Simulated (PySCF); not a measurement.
```
atom   x (Å)   y (Å)    z (Å)
  Na  0.0000  0.0000  -1.6421
  Mg  0.0000  0.0000   1.5739
```

Computed with PySCF, PBE0/cc-pVDZ(-PP), non-relativistic Hamiltonian with scalar-relativistic core potentials where named, at a bond length of 3.216 Å.

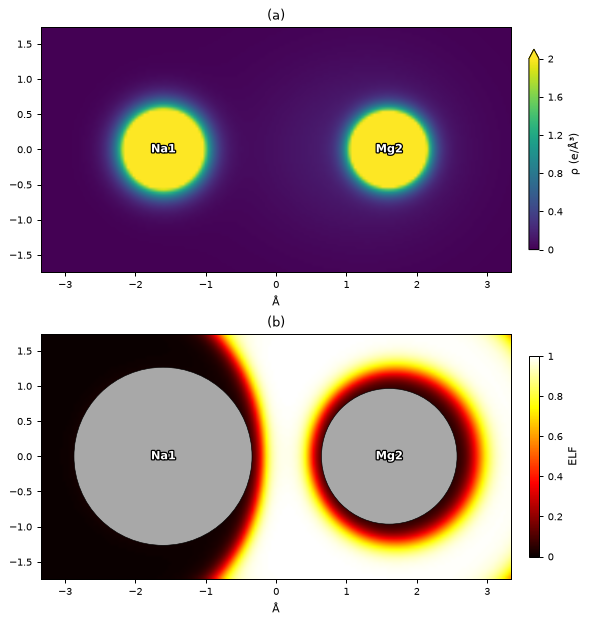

NaMg (charge +1). (a) total electron density; (b) electron localisation function on a plane that holds the molecular axis. Grey discs cover the atomic cores in the ELF map.

**Read the bonding off the picture.**

- The plane passes through Na and Mg nuclei.
- Na–Mg (3.22 Å): ρ at the midpoint is about 0.08 e/Å³; the ELF peaks at about 1 between the atoms.
